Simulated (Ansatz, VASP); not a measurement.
# LiMg: VASP beside Ansatz, part 2 of 2

Wanted: the spread between two codes on one cell, functional and k mesh.

VASP 6.6.1 and Ansatz 0.2.0.

So far: The starting structure; VASP: single point, LDA.

## Step 3: Ansatz: single point, LDA

Level of this step: Ansatz beside VASP: Kohn-Sham DFT, plane waves, LDA (Ansatz).

Ansatz runs on its default PAW (the set named soft_2) files.

The same cell, functional (in two slightly different forms), mesh and smearing now go to Ansatz, which takes its cutoff from its data sets.

File input.yaml:

```yaml
crystal:
  lattice:
    - [3.55261, 0.0, 0.0]
    - [0.0, 4.7774750432, 0.0]
    - [0.0, 0.0, 24.5549500864]
  atoms:
    - { symbol: Li, position: [0.0, 0.5, 0.3054374] }
    - { symbol: Li, position: [0.0, 0.0, 0.4027187] }
    - { symbol: Li, position: [0.0, 0.5, 0.496240455] }
    - { symbol: Li, position: [0.0, 0.0, 0.5848217969] }
    - { symbol: Li, position: [0.0, 0.5, 0.6871431905] }
    - { symbol: Mg, position: [0.5, 0.0, 0.3054374] }
    - { symbol: Mg, position: [0.5, 0.5, 0.4027187] }
    - { symbol: Mg, position: [0.5, 0.0, 0.4946856337] }
    - { symbol: Mg, position: [0.5, 0.5, 0.5910676949] }
    - { symbol: Mg, position: [0.5, 0.0, 0.6746507325] }
hamiltonian:
  xc: lda
  pseudopotentials: { kind: paw }
kpoints:
  mp_grid: { grid: [8, 6, 1] }
scf:
  occupations: { method: methfessel_paxton, width: 0.1 }
  n_extra_bands: 6
efield:
  axis: 3
  dipole_correction: true
  ramp_width: 0.04
output:
  forces: true
  eigenvalues: true
```

Command:

```
ansatz run input.yaml --threads 4 --pin off --max-ram 9216MiB --backend cpu --events-out ev --progress --plain --runs-dir out
```

Numbers of over 12 decimals in the logs are rounded to 6 here.

Output:

```text
scf.n_extra_bands = 6 over 33 filled bands (N_el = 65.0): the run solves 39 bands
Engine: ansatz 0.2.0, aarch64-unknown-linux-gnu
Pseudopotentials: kind: paw
Pseudopotential: Li, paw, valence charge 3, recommended cutoff 420 eV (normal), Li.paw.azcp
Pseudopotential: Mg, paw, valence charge 10, recommended cutoff 420 eV (normal), Mg.paw.azcp
Functional definition: SPW92
  exchange = slater_x
  correlation = pw_c
Crystal: 10 atoms, lattice volume = 416.759 Å³
Basis set: ecut = 420 eV, 8071 PW (Γ)
Bands: 39, of which v1, the nominal top of the filled ones, is band 33 counted from 1 (32 counted from 0)
Symmetry: 4 space group operations
Space group: Pmm2 (ITA 25), of the structure as read, at distance tolerance 7.5e-5 Å
k-points: 20 of 48
Non-local potential: Li, projectors of the file, l = 0: 3, l = 1: 2, l = 2: 1
Non-local potential: Mg, projectors of the file, l = 0: 3, l = 1: 2, l = 2: 1
PAW form: soft (Blöchl's): semilocal exchange-correlation on the pseudo side does not see the compensation charge
PAW frozen core: Mg, regenerated for the run's functional, and the local potential with it (the file was generated under x = pbe(κ = 0.804, μ = 0.219515), c = pbe(β = 0.066725))
PAW one-centre angular grid: Li, 110 points (default); XC on 64 Gauss nodes
PAW one-centre angular grid: Mg, 110 points (default); XC on 64 Gauss nodes
Initial density: superposition of atomic densities (neutral atoms: chi_scale 0, normalization atom), corrected by the library's trained network
Initial wavefunctions: pseudopotential atomic-orbital guess
Functional: x = slater, c = lda
SCF iter   1: F=—  HF=-10515.456247 eV  |F-HF|=—  |Δ(HF+E_count)|=         —  Δρ=4.13e-3  dr2=1.71e-1  ethr=1.77e-3  p=0.011 e·Å  D=4.56e-3 V/Å  ΔV_dip=-0.11 eV  dr2_dipole=1.93e-4  V_vac-E_F(+/−)=3.48/3.59 eV  ⟨swp⟩=13.1  Hψ=4200  notcnv=0
efield: sawtooth ramp at fractional position 0.9763 (placed from the atoms, in the widest stretch of the axis that holds none; the zero of the levels goes with the place), width 0.0400; the density the first Hamiltonian is built on has a dipole p = 0.011 e·Å; the dipole correction subtracts the counter field D = 4.56e-3 V/Å, which shifts the + side's vacuum level by -0.11 eV against the − side's; the planar-averaged density in the ramp window peaks in size at 2.5e-5 e/Å³
preconditioner: auto → LDOS  [metal: Δε(μ)=0.054 eV  Ē_g=3.761 eV  σ=0.100 eV  W_gap=0.44  n_scr=50 (ndim 8)  ℏωp=7.0 eV  f_vac=0.459  D(μ)=1.95/eV (n_scr^D=6)  β→1.0]
SCF iter   2: F=—  HF=-10515.420881 eV  |F-HF|=—  |Δ(HF+E_count)|=   3.54e-2  S|Δr|=    0.00e0  Δρ=2.09e-3  dr2=1.84e-1  ethr=2.63e-4  p=0.016 e·Å  D=7.00e-3 V/Å  ΔV_dip=-0.17 eV  dr2_dipole=1.43e-4  V_vac-E_F(+/−)=3.68/3.85 eV  ⟨swp⟩=2.8  Hψ=1685  notcnv=0  defer=24
SCF iter   3: F=—  HF=-10515.401383 eV  |F-HF|=—  |Δ(HF+E_count)|=   1.95e-2  S|Δr|=    0.00e0  Δρ=2.26e-4  dr2=1.96e-3  ethr=2.63e-4  p=0.013 e·Å  D=5.80e-3 V/Å  ΔV_dip=-0.14 eV  dr2_dipole=1.19e-4  V_vac-E_F(+/−)=3.61/3.75 eV  ⟨swp⟩=2.0  Hψ=860  notcnv=0  defer=24
SCF iter   4: F=—  HF=-10515.401398 eV  |F-HF|=—  |Δ(HF+E_count)|=   1.57e-5  S|Δr|=    0.00e0  Δρ=9.36e-5  dr2=2.11e-4  ethr=3.01e-6  p=0.013 e·Å  D=5.47e-3 V/Å  ΔV_dip=-0.13 eV  dr2_dipole=1.42e-4  V_vac-E_F(+/−)=3.62/3.75 eV  ⟨swp⟩=1.9  Hψ=827  notcnv=0  defer=24
SCF iter   5: F=—  HF=-10515.401401 eV  |F-HF|=—  |Δ(HF+E_count)|=   2.16e-6  S|Δr|=    0.00e0  Δρ=3.40e-5  dr2=1.59e-4  ethr=3.24e-7  p=0.013 e·Å  D=5.76e-3 V/Å  ΔV_dip=-0.14 eV  dr2_dipole=1.20e-4  V_vac-E_F(+/−)=3.62/3.76 eV  ⟨swp⟩=1.8  Hψ=785  notcnv=0  defer=24
SCF iter   6: F=—  HF=-10515.401399 eV  |F-HF|=—  |Δ(HF+E_count)|=   1.16e-6  S|Δr|=    0.00e0  Δρ=1.91e-5  dr2=8.28e-6  ethr=2.44e-7  p=0.013 e·Å  D=5.64e-3 V/Å  ΔV_dip=-0.14 eV  dr2_dipole=4.17e-6  V_vac-E_F(+/−)=3.62/3.76 eV  ⟨swp⟩=1.0  Hψ=756  notcnv=0  defer=24
SCF iter   7: F=—  HF=-10515.401419 eV  |F-HF|=—  |Δ(HF+E_count)|=   1.92e-5  S|Δr|=    0.00e0  Δρ=5.26e-6  dr2=6.09e-7  ethr=1.27e-8  p=0.013 e·Å  D=5.61e-3 V/Å  ΔV_dip=-0.14 eV  dr2_dipole=3.01e-7  V_vac-E_F(+/−)=3.62/3.76 eV  ⟨swp⟩=2.0  Hψ=874  notcnv=0  defer=21
SCF iter   8: F=-10515.401419 eV  HF=-10515.401419 eV  |F-HF|=1.88e-8  |Δ(HF+E_count)|=   2.62e-8  S|Δr|=    0.00e0  Δρ=8.80e-7  dr2=1.61e-8  ethr=1.54e-10  p=0.013 e·Å  D=5.60e-3 V/Å  ΔV_dip=-0.14 eV  dr2_dipole=8.08e-9  V_vac-E_F(+/−)=3.62/3.76 eV  ⟨swp⟩=12.8  Hψ=3343  notcnv=0
SCF 1 converged in 8 iterations: F = -10515.401419 eV  dr2 = 1.61e-8
  greatest PAW one-centre occupation: 1.000 electrons in one spin orbital (limit 2), on the Mg atom at site 7 (counted from 0), in its partial waves of l = 1
SCF converged after 8 iterations
Stability not checked: this state was not tested for a lower state beside it, because cold or Methfessel-Paxton smearing, or corrected tetrahedra, fill the levels in a way that the test cannot read (fill_not_monotonic; see scf.lower_state_search)
Free energy (F): -10515.401419 eV
Harris-Foulkes:  -10515.401419 eV  (|F-HF|=1.88e-8)
Internal energy: -10515.406920 eV  (E = F + TS)
E sigma→0 (E₀):  -10515.402794 eV
Entropy (-TS):   0.005502 eV (0.550 meV/atom)
Fermi energy:    -0.073188 eV
Step filling:    the computed levels leave a gap of 0.0756 eV = 0.8 smearing widths at the electron count; against every level under it full and every level over it empty, smearing changes F+E_penalty+E_count by +2.537 meV and its σ→0 estimate by +1.162 meV
Dipole field:    D = 0.005518 V/Å  (p = 0.012709 e·Å, saw-weighted, corrected)
Work function:   Φ+ = 3.6230 eV   Φ− = 3.7585 eV
Levels:          The Fermi level and band energies are counted from a zero that moves with the ramp; work functions are not
--- Per-component energies (eV) ---
  E_band       = -2524.820705
  E_kinetic    = 482.286105
  E_local      = -36161.597466  (includes V_loc(G=0)·N_el)
  E_nonlocal   = 318.893700
  E_hartree    = 16642.545088
  E_xc         = -189.590356
  E_vxc        = -246.615547  (∫ρ·V_xc dr)
  E_paw        = -1449.998276  (= ΣΔE_a)
  E_vpaw       = -202.894850  (= ΣTr[D̂ρ^β])
  E_aug_tail   = 0.000076  (compensation charges beyond the density's cutoff)
  E_efield     = 0.000035  (sawtooth field / dipole correction)
  E_vefield    = 0.019606  (∫n·V_field dr)
  E_ewald      = 9841.301776
  E_core_change = 0.752397  (= ΣΔE_core)
  E_smearing   = 0.005502  (= −TS)
  E_closure    = 0.000000  (closes the sum)
  Σ components = -10515.401419   (vs F -10515.401419, Δ=0.00e0)
--- Forces (eV/Å), atoms counted from 1 ---
  atom   1  Li     0.00000000     0.00000000     0.01718522
  atom   2  Li     0.00000000     0.00000000    -0.10126328
  atom   3  Li     0.00000000     0.00000000     0.01341654
  atom   4  Li     0.00000000     0.00000000     0.02532925
  atom   5  Li     0.00000000     0.00000000    -0.02385210
  atom   6  Mg     0.00000000     0.00000000     0.27155636
  atom   7  Mg     0.00000000     0.00000000    -0.16915593
  atom   8  Mg     0.00000000     0.00000000    -0.02646365
  atom   9  Mg     0.00000000     0.00000000    -0.00884098
  atom  10  Mg     0.00000000     0.00000000     0.00209664
  max |Σ_I F_I| component: 8.08e-6 eV/Å
--- Band table (eV; the first three rows and the last of 20) ---
  k-point 0: bands = [... 29 lower, -1.2078, -0.4844, -0.1324, 0.1358, 1.1151, 1.2705, 1.9177, 2.4668, ... 2 higher]
  k-point 1: bands = [... 29 lower, -1.7902, -0.8396, -0.7529, 0.0391, 0.0815, 1.3674, 2.3332, 2.8257, ... 2 higher]
  k-point 2: bands = [... 29 lower, -2.8294, -1.5123, -1.1891, -0.3205, 0.0224, 0.6022, 1.5860, 2.6241, ... 2 higher]
  k-point 19: bands = [... 29 lower, -1.0345, -1.0328, -0.8407, -0.6530, -0.5612, -0.5563, 0.0501, 1.0679, ... 2 higher]
```

It took 6.8 s on 4 threads of Arm Neoverse V1, shared host; peak memory 0.73 GiB; 24 s of CPU time.

Reading the cycles: dr2 is the Hartree energy of the density residual (eV), the measure of convergence; HF is the Harris–Foulkes estimate of the energy, which meets the free energy F at convergence.

## Step 4: Comparison

Known differences besides the PAW data sets themselves: the two LDA forms differ slightly; the data sets hold 65 valence electrons in Ansatz (default PAW (the set named soft_2) files) and 55 in VASP; the cutoff is 420 eV in Ansatz and 500 eV in VASP (PREC = Normal); Ansatz makes its cores anew for this functional, VASP keeps those of its LDA data sets. Total energies have different zeros and are not compared.

Both answers:

```tsv
quantity	Ansatz	VASP	difference
work function, lower of the two faces (eV)	3.62	3.62	+0.01
work function, higher of the two faces (eV)	3.76	3.76	0.00
```

Forces (eV/Å; atoms numbered as in POSCAR):

```tsv
atom	Ansatz x, y, z	VASP x, y, z
Li1	0.000, 0.000, 0.017	0.000, 0.000, 0.015
Li2	0.000, 0.000, -0.101	0.000, 0.000, -0.103
Li3	0.000, 0.000, 0.013	0.000, 0.000, 0.013
Li4	0.000, 0.000, 0.025	0.000, 0.000, 0.026
Li5	0.000, 0.000, -0.024	0.000, 0.000, -0.025
Mg6	0.000, 0.000, 0.272	0.000, 0.000, 0.270
Mg7	0.000, 0.000, -0.169	0.000, 0.000, -0.166
Mg8	0.000, 0.000, -0.026	0.000, 0.000, -0.028
Mg9	0.000, 0.000, -0.009	0.000, 0.000, -0.011
Mg10	0.000, 0.000, 0.002	0.000, 0.000, 0.009
```

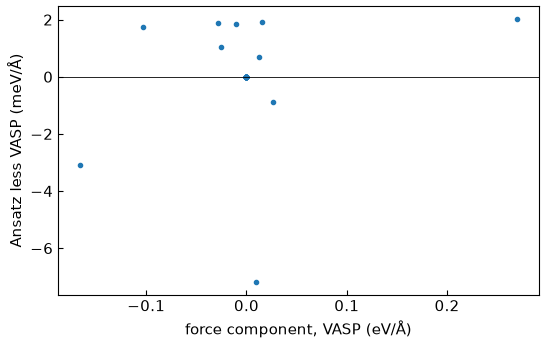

Difference of the force components against their size.

The forces differ by 1.6 meV/Å r.m.s., which is 2.7 % of the r.m.s. force of 0.06 eV/Å (both taken over all components).

## Step 5: Results

* r.m.s. force difference (single point, LDA): 1.6 meV/Å

**Reading.** The r.m.s. force difference is 1.6 meV/Å (single point, LDA), within the 12 meV/Å picked in this series as the mark of a large difference. Differences of this kind measure data sets and numerical settings, not the functional's error against experiment.

[Lines on the potential files, build, host, timing and source positions are cut from VASP's logs without a mark.]

[Logs are printed without paths, hosts, clocks, repeated set-up lines and the standing remarks that a program may print on its own settings, such as how far it seeks lower states.]

[Hosts, paths, dates, database ids (printed as entryN), source tags and the programs' standing remarks are cut or masked in the printed files.]
